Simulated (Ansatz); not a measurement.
# SnO: response to strain

Take SnO (space group P4/nmm, No. 129; a = 3.8371 Å, c = 4.7588 Å; layered, stacked along the Cartesian z axis) as the base.

Strains are applied to the cell and any free atomic positions relax.

Method: PBE-D3(BJ) (Ansatz, a program for electronic structure; PAW; 420 eV plane waves; spin-orbit coupling left out).

Notes on the quantities. energy relative to the base: free energy F.

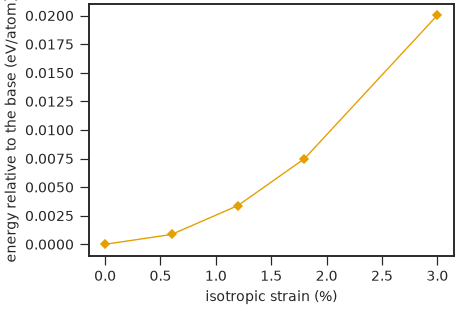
Figure. Energy relative to the base against isotropic strain

**Question.** From the plot, what is the energy relative to the base for isotropic strain +1.80 %?

**Answer.** About 0.007 eV/atom.

**Question.** Is the trend monotonic over the range shown?

**Answer.** Yes, it rises throughout, spanning 0 meV/atom to +20 meV/atom.

Whether these cells are dynamically stable was not tested. The final runs are not spin-polarised.
